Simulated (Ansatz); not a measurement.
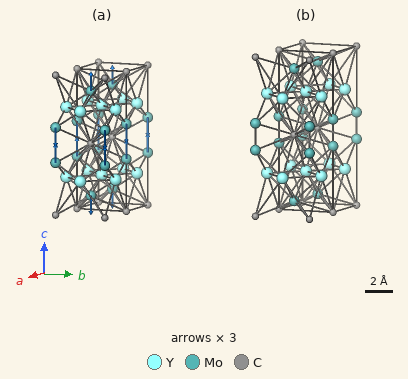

The structure of a crystal of Y₂Mo₂C (built on the ThCr2Si2 type) (coarse preliminary run) before (left) and after (right) a relaxation, at one scale. The blue arrows give the displacements (the part carried along by the change of the cell is left out), magnified 3 times.

A ball-and-stick model of the conventional cell (2 times the calculation's cell), repeated 2 × 1 × 1 with one cell outlined, seen slightly off an axis. Lengths and directions refer to the drawn axes.

Case: ThCr2Si2 type (I4/mmm, No. 139).

Method: DFT PBE, scalar-relativistic, plane waves, PAW (Ansatz).

Input file:
```yaml
crystal:
  lattice:
    - [-2.0363762906, 2.0363762906, 5.3429674951]
    - [2.0363762906, -2.0363762906, 5.3429674951]
    - [2.0363762906, 2.0363762906, -5.3429674951]
  atoms:
    - { symbol: "Y", position: [0.25, 0.75, 0.5] }
    - { symbol: "Y", position: [0.75, 0.25, 0.5] }
    - { symbol: Mo, position: [0.626, 0.626, 0.0] }
    - { symbol: Mo, position: [0.374, 0.374, 0.0] }
    - { symbol: C, position: [0.0, 0.0, 0.0] }
basis:
  ecutwfc: 420
kpoints:
  mp_grid: { grid: [6, 6, 6] }
hamiltonian:
  xc: pbe
scf:
  occupations: { method: gaussian, width: 0.1 }
  lower_state_search: "off"
output:
  forces: true
  stress: true
  eigenvalues: true
relax:
  adjacent_minimum: "off"
  f_tol: 0.04
  max_steps: 70
  cell: { stress_tol: 0.4 }
```

Run as
```bash
ansatz run input.yaml --threads 1 --pin off --max-ram 2560MiB --backend cpu --events-out ev --progress --plain --runs-dir out
```

Describe what moved and what it gained.

Answer. Over 7 accepted moves (9 points after the start) the energy falls by 949 meV per atom. Largest force component: 7.3 eV/Å at the start, 0.029 eV/Å at the end. The pressure goes from 23.50 to −0.08 GPa. At 2 points the geometry stayed and the basis and grid were re-selected for the new cell (energy shift of 8.3 meV per atom at most each time). The largest moves relative to the cell, 0.51 Å, are those of Mo3 and Mo4. Mo3 goes along −c. C and Y stay in place. The drawn cell changes as follows: a = b 4.073 → 4.468 Å (+9.7 %), c 10.686 → 12.165 Å (+13.8 %); the volume changes by +37.0 %. Near-neighbour distances that change, for instance: Mo3–Mo4 2.693 → 2.049 Å, Y1–Mo3 2.430 → 3.009 Å, Y1–C5 3.359 → 3.773 Å, Y1–Y2 2.880 → 3.159 Å. Bond angles that change, for instance: Y1–Mo3–Y1 113.9° → 95.9°, Y1–Mo3–Y2 72.7° → 63.3°, Y1–Mo3–Mo4 123.1° → 132.1°. The space group stays I4/mmm (No. 139). Cost: 63 s on 1 thread of Arm Neoverse V1, with other jobs on the host, peak memory 0.43 GiB.
